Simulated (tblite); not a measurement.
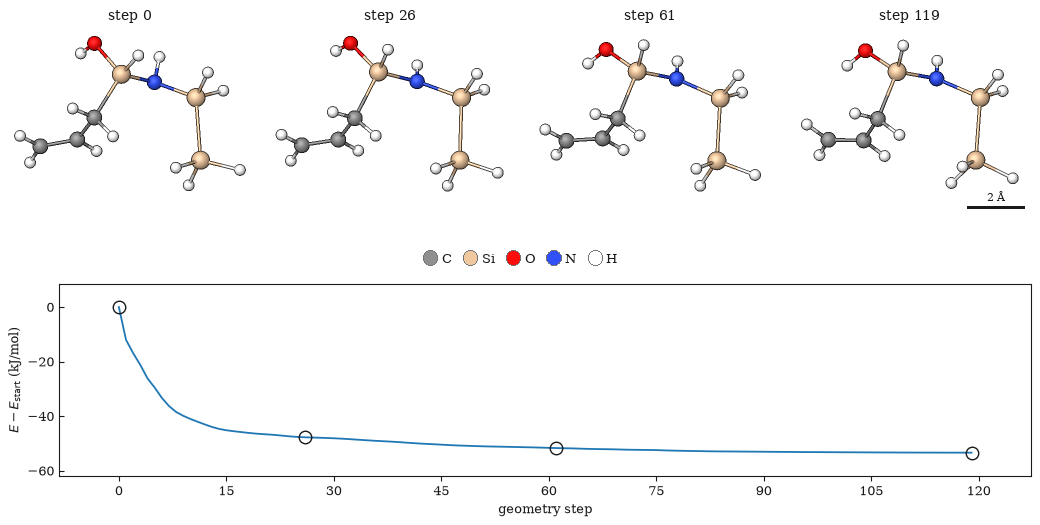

Frames of a relaxation of C3H13NOSi3, marked on the history of the run. The picture is a ball-and-stick view, seen face on.

Theory: GFN2-xTB geometry optimisation, gas phase (tblite 0.8.0). 

> Describe the path.

The energy falls by 53.4 kJ/mol in 119 geometry steps. An H atom moves most after the best rigid fit: 0.68 Å. By element the largest moves are H 0.68 Å, O 0.43 Å, C 0.42 Å, N 0.28 Å, Si 0.18 Å. Among the contacts that change: Si–Si 2.839 → 3.154 Å, N–Si 1.694 → 1.741 Å, C–Si 1.879 → 1.911 Å, O–Si 1.656 → 1.628 Å. Bond angles that change, for instance: Si–N–Si 113.4° → 130.6°, O–Si–N 100.0° → 108.0°, C–C–Si 116.2° → 109.2°. Groups turn about O–Si by about 25°, C–C by about 25°. The run took 2.3 s on 1 thread of AMD EPYC 7R43 64-Core Processor, on a shared host. From step 0 to 26: an H atom moves most (0.42 Å), energy −47.7 kJ/mol. From step 26 to 61: an H atom moves most (0.55 Å), energy −3.94 kJ/mol. From step 61 to 119: H atoms move most (0.36 Å), energy −1.69 kJ/mol.
